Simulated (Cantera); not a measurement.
Feed: 1 mol Fe, 0.17 mol CO₂, a varied amount of N₂, at 1602 °C and 1.60 mbar.

These are equilibrium values from Cantera (NASA tables, ideal gas, pure condensed phases), not measurements of a reactor. Candidate condensed phases: C, Fe, Fe(CO)₅, FeO, Fe₂O₃, Fe₃O₄; 27 gas species. Each liquid is taken as pure. Mutual solubility and eutectic melting of coexisting phases are not modelled. The tables' stoichiometric FeO is somewhat more stable than real wüstite, so its field is too wide. FeO: taken at fixed stoichiometry. Equilibrium is a limit: real reactors are often held back by kinetics, nucleation or transport.

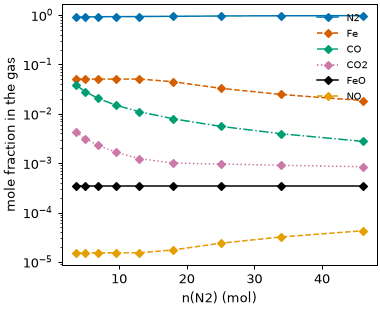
*Equilibrium gas composition (values under 1e-9 drawn at 1e-9)*

Read off the mole fractions at 9.5 mol N₂.

N₂ about 0.93, Fe about 0.051, CO about 0.015, CO₂ about 0.0017, FeO about 0.00034, NO about 1.5e-5.
